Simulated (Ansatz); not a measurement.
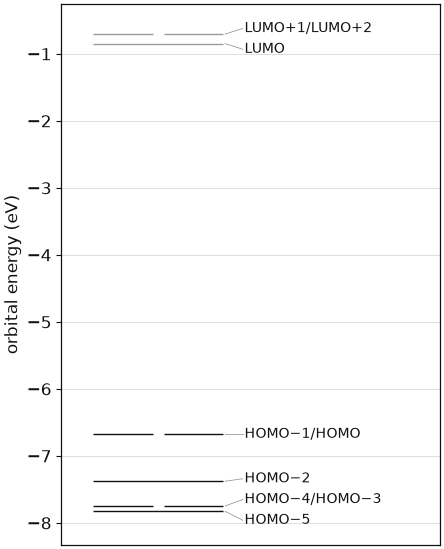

CH₃HfNO₄, SMILES O=C=[N][Hf]([OH])([OH])[OH], singlet. Kohn-Sham orbital energies near the frontier, revPBE/def2-TZVPP in the Ansatz code 0.2.0, at a PBE0-D4/def2-TZVP geometry (a minimum by its frequencies), isolated molecule; empty levels in grey, levels within 0.03 eV side by side.

> Where do the frontier orbitals lie?

HOMO at −6.68 eV, LUMO at −0.85 eV, 5.83 eV apart.

> Is the HOMO or the LUMO degenerate, or nearly so?

The HOMO is one of 2 levels that coincide within 0.005 eV and the LUMO stands alone.

> List the levels.

```tsv
orbital	energy (eV)
LUMO+2	−0.70
LUMO+1	−0.70
LUMO	−0.85
HOMO	−6.68
HOMO−1	−6.68
HOMO−2	−7.38
HOMO−3	−7.75
HOMO−4	−7.75
HOMO−5	−7.83
```

Caveats: core potentials past krypton; spin-orbit coupling is left out, and with Hf it can shift these levels and split any degenerate set; one conformer of a flexible molecule.
